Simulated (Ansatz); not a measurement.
C2H6ClF3Si2

Input

```
crystal:
  periodic: [false, false, false]
  atoms:
    - {symbol: C, position_ang: [-2.458437, 0.001159, 0.626036]}
    - {symbol: C, position_ang: [0.372643, -0.897234, -0.210811]}
    - {symbol: Cl, position_ang: [-0.080537, 0.239030, 2.789420]}
    - {symbol: F, position_ang: [-2.241909, 1.276940, 0.237054]}
    - {symbol: F, position_ang: [-2.958596, -0.660130, -0.446149]}
    - {symbol: F, position_ang: [-3.418042, 0.024796, 1.566490]}
    - {symbol: Si, position_ang: [-0.832100, -0.865978, 1.206687]}
    - {symbol: Si, position_ang: [0.807408, 0.754503, -1.046498]}
    - {symbol: H, position_ang: [-1.218679, -2.210412, 1.698926]}
    - {symbol: H, position_ang: [1.306765, -1.349817, 0.165673]}
    - {symbol: H, position_ang: [-0.027119, -1.584270, -0.977953]}
    - {symbol: H, position_ang: [1.093287, 1.791735, -0.018543]}
    - {symbol: H, position_ang: [2.020422, 0.555884, -1.891014]}
    - {symbol: H, position_ang: [-0.318301, 1.197586, -1.911663]}
basis:
  gaussian: {orbitals: def2-SVPD}
hamiltonian: {xc: {name: PBE0}}
output: {forces: true, orbitals: {seedname: orbitals}}
```

Launched as:

```sh
ansatz run input.yaml --threads 4 --pin off --max-ram 7830MiB --events-out events.jsonl --progress --plain --runs-dir runs
```

Geometry: B3LYP-D3(BJ)/def2-SVP.

These are results of Ansatz 0.2.0, isolated molecule in a Gaussian basis; Kohn-Sham density functional theory, functional PBE0, not measurements.

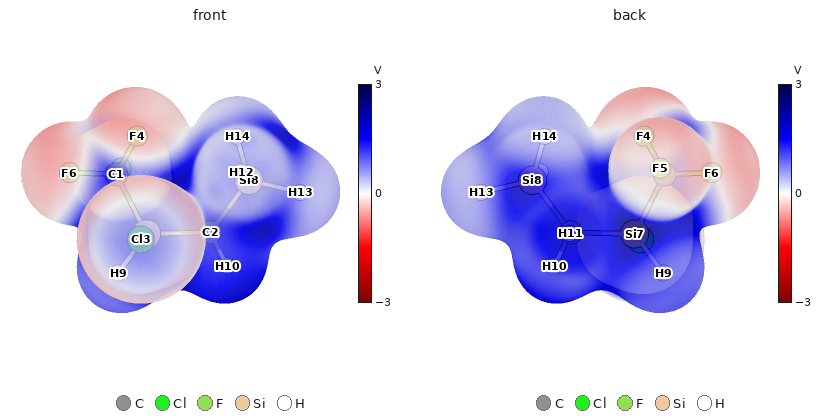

Figure 1. The electrostatic potential painted on the density surface at 0.004 e/bohr³, seen from the front and from behind; the colour scale runs from red (negative) to blue (positive).

**Where is the surface potential most negative and most positive?**

The most negative region (about −0.5 V, or −12 kcal/mol for a unit charge) lies over F4 and F6, the most positive (about +2.5 V, or +58 kcal/mol for a unit charge) over Si7. Cl3 shows a σ-hole: about +0.5 V, or +12 kcal/mol for a unit charge at the tip opposite its bond, against about −0.2 V on its flanks.

**How polar is the molecule by this calculation?**

Its dipole moment is 2.75 D.

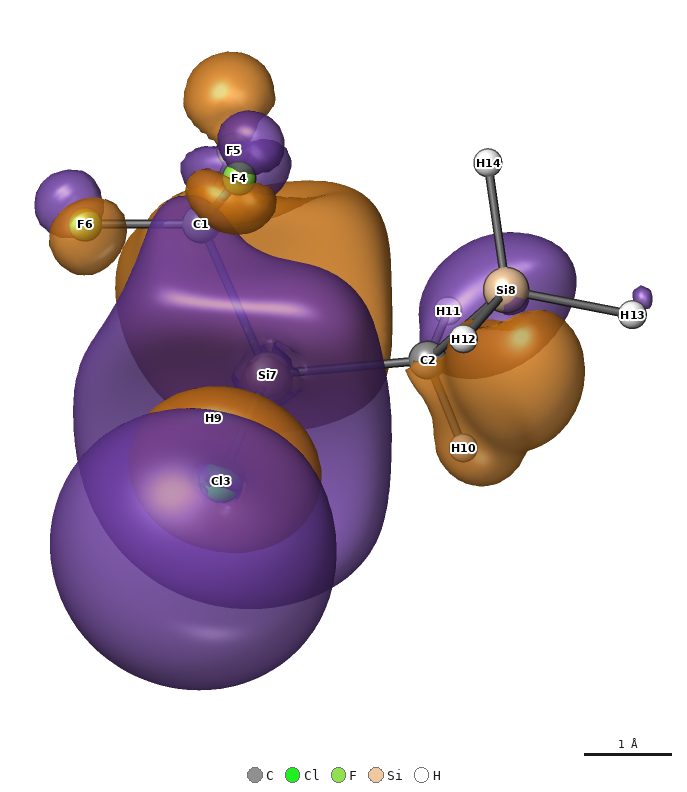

Figure 2. The LUMO at ±0.05 Å⁻³ᐟ² (orange and purple are the two phases), seen at a tilt.

**Describe this orbital and give its energy.**

Its weight (Hirshfeld) is mainly on Si7 (about 40 %), Cl3 (about 25 %), C1 (about 5 %) and H9 (about 5 %). Its energy is −0.27 eV.

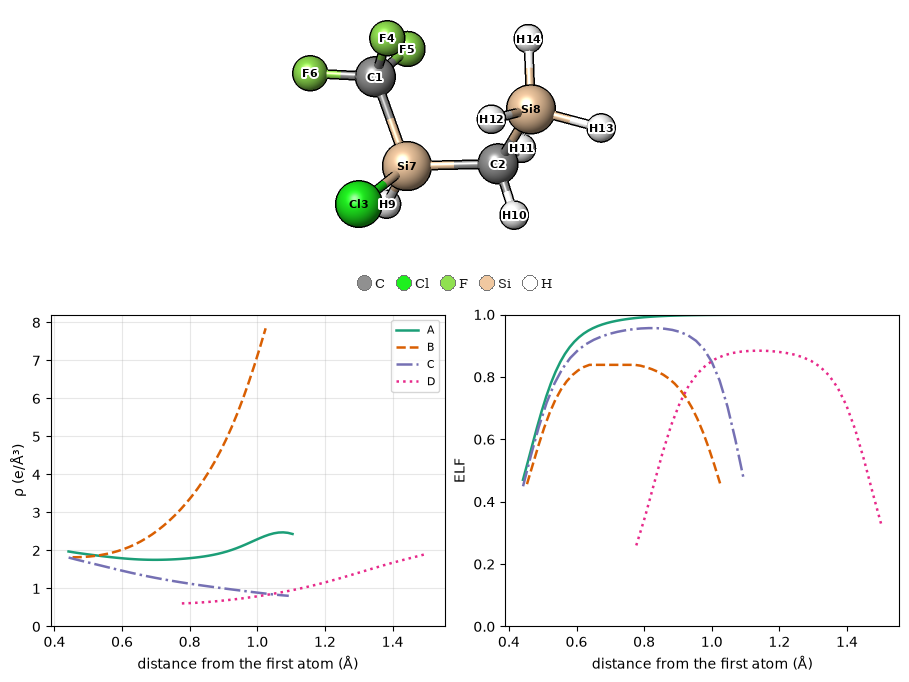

Figure 3. Total electron density and electron localisation function along straight lines between neighbouring atoms. The curves leave out the atomic cores. The structure is drawn too.

**Which curve belongs to which contact (C–F, C–H, C–Si and Si–Cl)? The first atom named is at distance zero.**

Curve A: C–H (1.10 Å): ρ is about 1.8 e/Å³ halfway; the ELF climbs to about 1 towards the hydrogen, as it does in any bond to H; an ordinary covalent bond to hydrogen. Curve B: C–F (1.34 Å): ρ is about 2.3 e/Å³ halfway; the ELF peaks at about 0.85 between the atoms (a polar covalent bond). Curve C: C–Si (1.86 Å): the density is about 0.97 e/Å³ at the midpoint; the ELF peaks at about 0.95 between the atoms: a covalent bond. Curve D: Si–Cl (2.07 Å): ρ is about 0.84 e/Å³ halfway; the ELF peaks at about 0.90 between the atoms: a shared but strongly polarised pair.

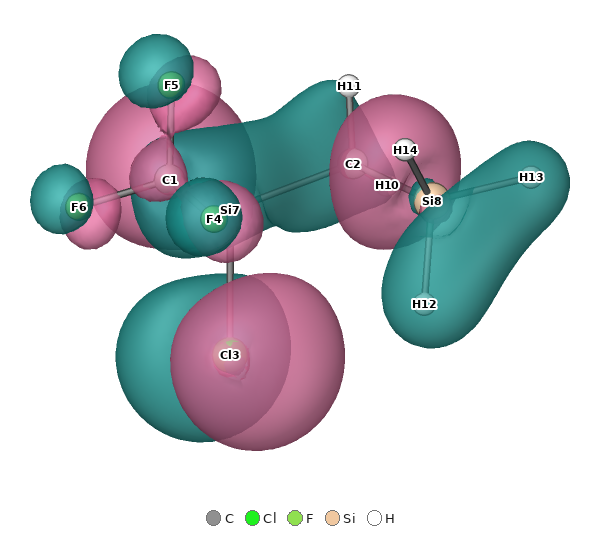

Figure 4. The HOMO−1 at ±0.06 Å⁻³ᐟ² (teal and pink are the two phases), seen from one side.

**Describe this orbital and give its energy.**

It lies mainly on Cl3 (about 40 %), H9 (about 15 %), Si7 (about 15 %), C2 (about 10 %) and Si8 (about 5 %). Its energy is −9.23 eV.
